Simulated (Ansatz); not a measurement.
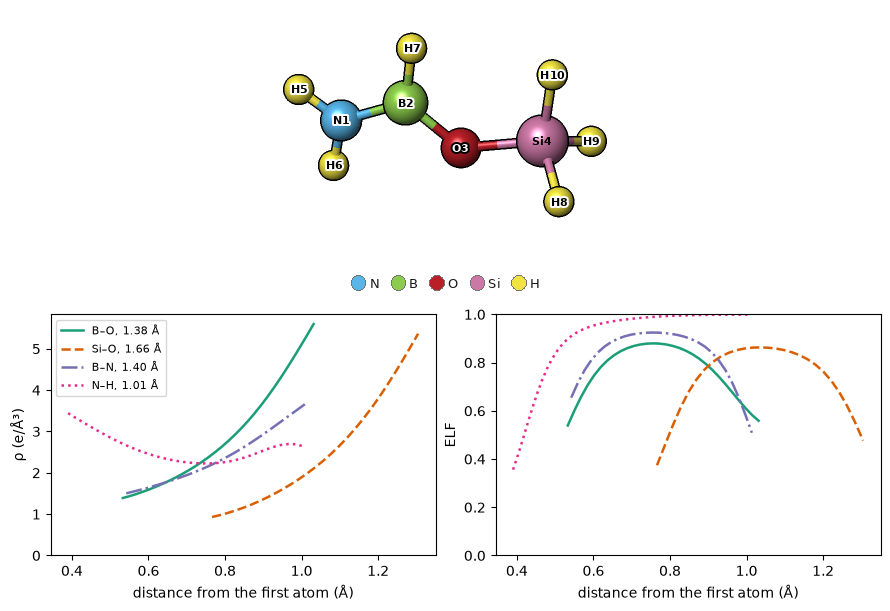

Figure 1: BH₆NOSi (SMILES NBO[SiH3]). Total electron density and electron localisation function along straight lines between neighbouring atoms. The curves leave out the atomic cores. The structure is drawn too.

The calculation used Ansatz 0.2.0, RKS PBE0-D4/6-31G*.

The calculation's input:

```
crystal:
  periodic: [false, false, false]
  atoms:
    - { symbol: "N", position_ang: [-1.4549, 0.9823, -0.4343] }
    - { symbol: B, position_ang: [-0.1203, 0.9667, 0.1759] }
    - { symbol: O, position_ang: [0.146, -0.0122, 1.2046] }
    - { symbol: Si, position_ang: [0.9078, -1.3665, 0.3944] }
    - { symbol: H, position_ang: [-1.3755, 0.9145, -1.4953] }
    - { symbol: H, position_ang: [-1.873, 2.0055, -0.2799] }
    - { symbol: H, position_ang: [0.7327, 1.7611, -0.1352] }
    - { symbol: H, position_ang: [1.1995, -2.4024, 1.3753] }
    - { symbol: H, position_ang: [-0.1464, -1.9026, -0.5111] }
    - { symbol: H, position_ang: [2.0671, -0.9976, -0.2915] }
basis:
  gaussian: { orbitals: "6-31G*" }
hamiltonian:
  xc: pbe0
  dispersion: d4
relax:
  f_tol: 0.015
  max_steps: 40
output:
  orbitals: {}
```

Command:

```sh
ansatz run input.yaml --threads 1 --pin off --max-ram 2048MiB --backend cpu --events-out ev --progress --plain --runs-dir out
```

The fields are those of the relaxed geometry.

What can be read from the curves?

Answer. B–O (1.38 Å): the density is about 2 e/Å³ at the midpoint; the ELF peaks at about 0.90 between the atoms; a shared but strongly polarised pair.
Si–O (1.66 Å): the density is about 1.1 e/Å³ at the midpoint; the ELF peaks at about 0.85 between the atoms: a shared but strongly polarised pair.
B–N (1.40 Å): the density is about 1.9 e/Å³ at the midpoint; the ELF peaks at about 0.90 between the atoms: a polar covalent bond.
N–H (1.01 Å): ρ is about 2.8 e/Å³ halfway; the ELF climbs to about 1 towards the hydrogen, as it does in any bond to H: an ordinary covalent bond to hydrogen.
